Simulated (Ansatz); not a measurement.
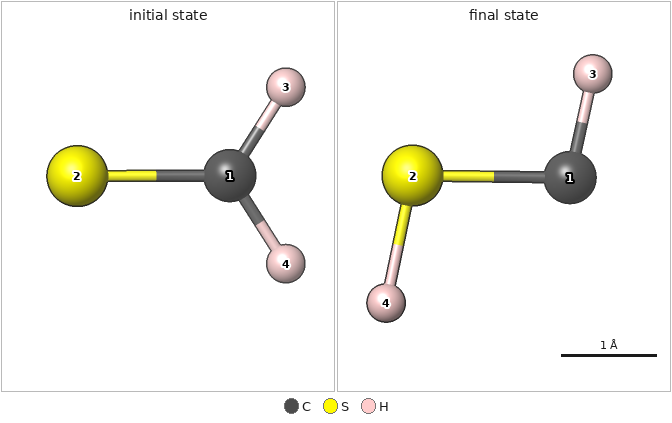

The two relaxed end points of a path for CH₂S. The picture is a ball-and-stick view, seen face on.

Method: RKS B3LYP/def2-SVP (Ansatz 0.2.0).

Set-up: 7 movable images; climbing image; force threshold 0.05 eV/Å; iteration limit 60.

Start:
```xyz
4

C    -0.0801   -0.0478   -0.0443
S     1.3371    0.4454    0.5483
H    -0.9702   -0.1912    0.5894
H    -0.2313   -0.2667   -1.1137
```

End:
```xyz
4

C    -0.7850   -0.2053    0.1913
S     0.8104    0.1952   -0.0762
H    -0.8732   -0.0479    1.2931
H     0.9033   -0.0023   -1.4284
```

> What barrier does the band find between them, and by what path?

The energy climbs by 81.6 kcal/mol to image 4 and then falls by 33.9 kcal/mol, so the end point sits at +47.6 kcal/mol. A hydrogen atom shifts from one atom to another. Breaking: C1–H4 (1.10 → 1.45 at the top → 2.35 Å). Forming: S2–H4 (2.39 → 1.45 at the top → 1.37 Å). The band converged in 9 iterations, with a climbing image at the top. At the top, the vibrational analysis gives one imaginary mode (1770i cm⁻¹), as a transition state must have.

Energies of the converged images:

```tsv
image	path (Å)	E (kcal/mol)
0	0.00	0.0
1	0.26	8.3
2	0.53	32.6
3	0.79	65.1
4	1.05	81.6
5	1.26	73.8
6	1.47	60.8
7	1.69	51.0
8	1.90	47.6
```

The geometry at the top of the path:

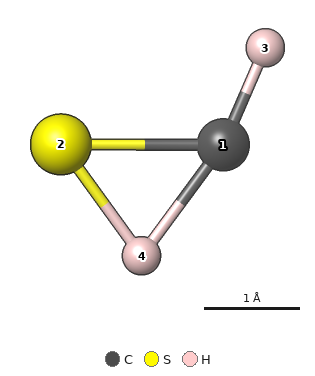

Cost: 43 s on 1 thread of Arm Neoverse V1, on a shared host, peak memory 0.085 GiB.
